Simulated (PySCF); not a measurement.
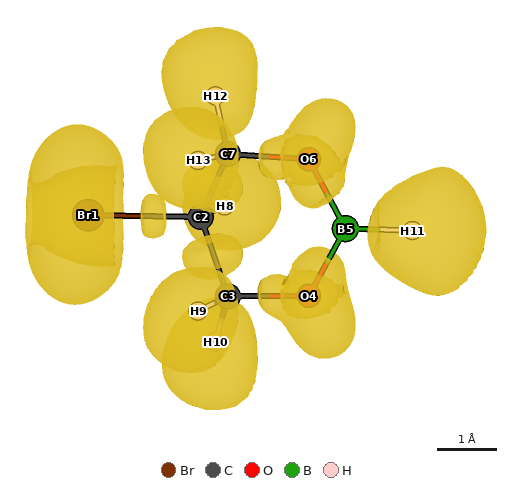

C3H6BBrO2 (SMILES BrC1COBOC1). Isosurface of the electron localisation function at 0.75 (yellow), seen at a tilt. Core shells and regions of very low density are left out.

Geometry: GFN2-xTB.

The calculation used CAM-B3LYP/def2-SVPD, SCF density, gas phase in PySCF.

```xyz
13

Br   -2.5657   -0.5299   -0.9714
C    -0.9521   -0.2264    0.0611
C    -0.4375    1.1906   -0.1682
O     0.7924    1.3787    0.4941
B     1.6128    0.3256    0.7110
O     1.3322   -0.9419    0.3321
C     0.1263   -1.2273   -0.3392
H    -1.2178   -0.3626    1.1127
H    -0.3009    1.3739   -1.2427
H    -1.1426    1.9324    0.2241
H     2.6189    0.5208    1.2656
H    -0.1683   -2.2490   -0.0736
H     0.2980   -1.1844   -1.4233
```

> What do the ELF domains correspond to?

The ELF exceeds this value in one region between bonded Br–C atoms (shared pairs), two regions between bonded C–C atoms (shared pairs), six regions around hydrogen nuclei, two regions on O in which the atom's valence shell and bonds are merged and one ring or bowl of non-bonding electrons around Br.

Values along the shortest contacts:
B–O (1.35 Å): the ELF peaks at about 0.90 between the atoms; a polar covalent bond. C–O (1.41 Å): the ELF peaks at about 0.90 between the atoms, as expected for a polar covalent bond.
